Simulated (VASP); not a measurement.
Energy against volume of KZnF3 (cubic perovskite). All values below come from TPSS meta-GGA, VASP's PBE PAW potentials (set 64) (plane waves; VASP).

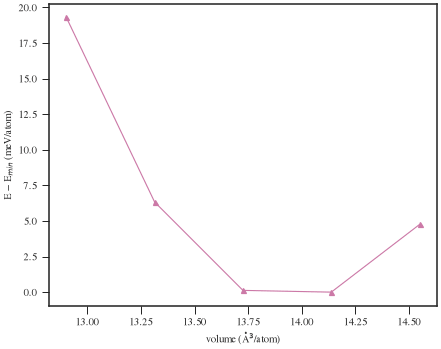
Figure: Energy against volume

Estimate the equilibrium volume and the bulk modulus.

The minimum lies near 13.9 Å³/atom, and the curvature gives B0 of about 71 GPa.

The compound is KZnF3 in the cubic perovskite structure. It was relaxed first.
